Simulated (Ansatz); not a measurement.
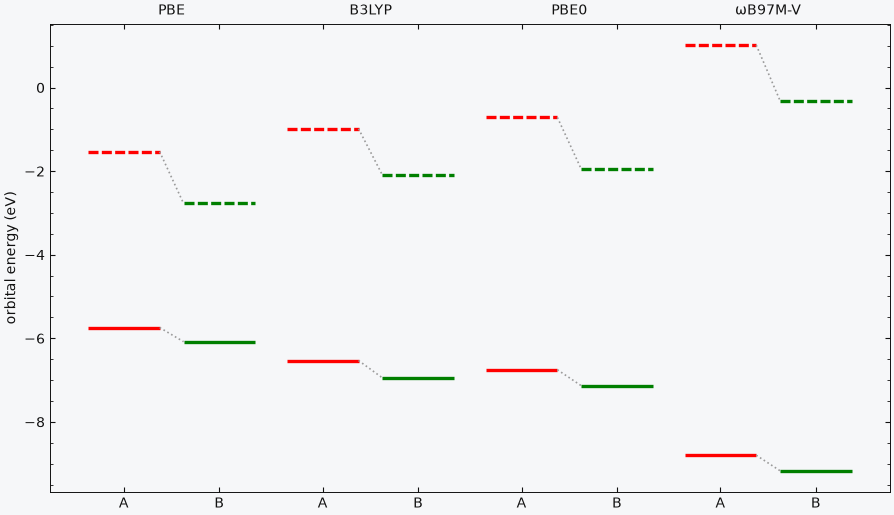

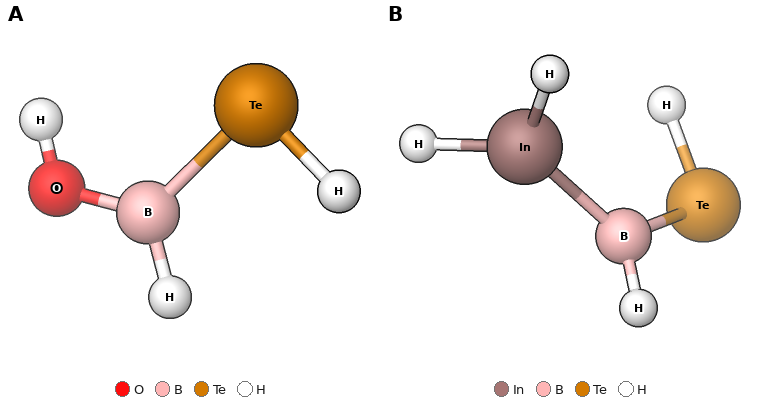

One change: A, BH₃TeO (SMILES OB[TeH]), becomes B, InBH₄Te (SMILES [InH2][BH][TeH]). OH on B is replaced by InH₂. HOMO (solid) and LUMO (dashed) computed in def2-TZVPP at PBE0-D4/def2-TZVP geometries, both minima by their frequencies, gas phase, the Ansatz code 0.2.0. Empty levels above zero depend strongly on the basis.

What does the change do to HOMO and LUMO?

Answer. PBE: the HOMO falls by 0.34 eV, the LUMO falls by 1.24 eV, and the separation goes from 4.21 to 3.31 eV. B3LYP: the HOMO falls by 0.41 eV, the LUMO falls by 1.11 eV, and the separation goes from 5.55 to 4.85 eV. PBE0: the HOMO falls by 0.38 eV, the LUMO falls by 1.24 eV, and the separation goes from 6.04 to 5.18 eV. ωB97M-V: the HOMO falls by 0.37 eV, the LUMO falls by 1.33 eV, and the separation goes from 9.82 to 8.85 eV.

Do the functionals agree on the effect?

Answer. They agree on the direction for both levels; the HOMO shift lies between −0.41 and −0.34 eV and the LUMO shift between −1.33 and −1.11 eV, while the separations themselves differ by up to 5.6 eV between functionals.

Caveats: core potentials past krypton; spin-orbit coupling is left out, and with In and Te it can shift these values.
